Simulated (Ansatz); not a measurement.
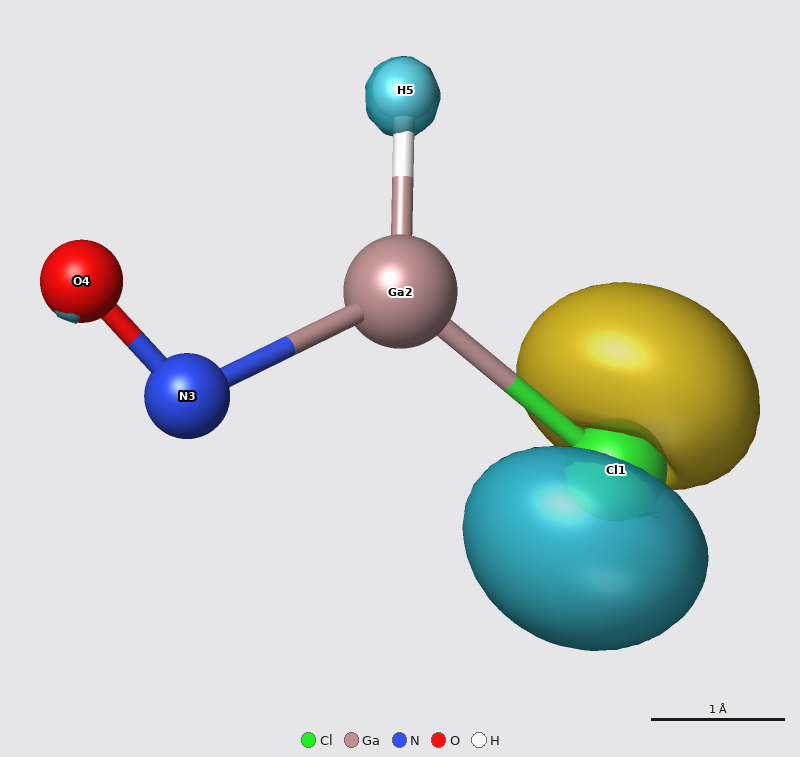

ClGaHNO. The HOMO−1 at ±0.2 Å⁻³ᐟ² (yellow and cyan are the two phases), seen at a tilt.

Geometry: B3LYP-D3(BJ)/def2-SVP.

Computed with Ansatz, isolated molecule in a Gaussian basis; Kohn-Sham density functional theory, functional PBE0.

```xyz
5

Cl    2.9570   -0.7329   -3.0454
Ga    2.7280    0.7729   -1.5012
N     0.7908    1.3116   -0.9523
O     0.8442    2.1419   -0.0979
H     3.9823    1.4389   -0.8148
```

### What is the character of this orbital?

It lies mainly on Cl1 (about 85 %) and Ga2 (about 10 %); it is symmetric in the molecular plane (an in-plane orbital: σ, lone-pair or in-plane π type); largely a lone pair of Cl1. Its energy is −9.26 eV.
